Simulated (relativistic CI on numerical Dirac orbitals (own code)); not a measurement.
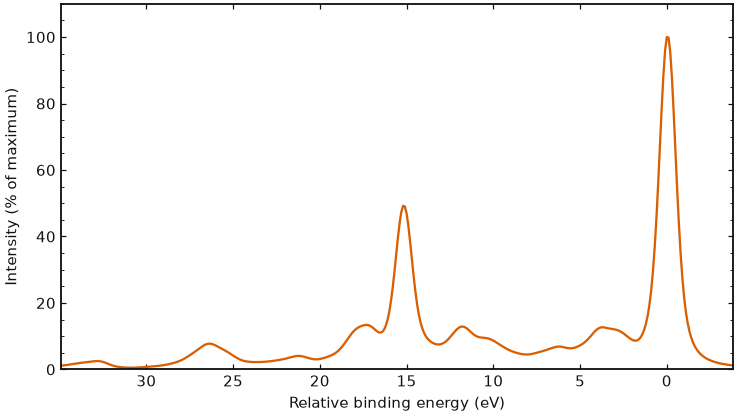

2p photoemission of nominal Co³⁺ (d⁶) with U_dd = 7.8, U_pd = 9.5, 10Dq = 1.9 (ligand 1.4), V(eg) = 2.95, V(t2g) = −1.41 eV, final-state hopping scaled by 0.8. Charge-transfer multiplet model of a cubic metal–ligand cluster, up to 2 ligand holes (L), atomic integrals computed for Dirac–Coulomb–Breit ions and scaled by 0.8, 300 K, Voigt broadening (Lorentzian 0.6 eV, Gaussian 0.8 eV). Energies are counted from the highest peak in the lower part of the range.

Q: Estimate the charge-transfer energy Δ and the make-up of the ground state.

A: Δ = 1 eV, below U_dd, on the charge-transfer side of the Zaanen–Sawatzky–Allen scheme. The ground state is 38 % d⁶, 53 % d⁷L and 10 % d⁸L², with 6.72 d electrons and S = 0.01. The main maxima lie at 0.0 eV (100), 3.7 eV (13), 11.8 eV (13), 15.2 eV (49), 17.3 eV (13) and 26.4 eV (8), heights in % of the largest. The features below about 8 eV belong to the 2p₃/₂ hole, those above mostly to the 2p₁/₂ hole.
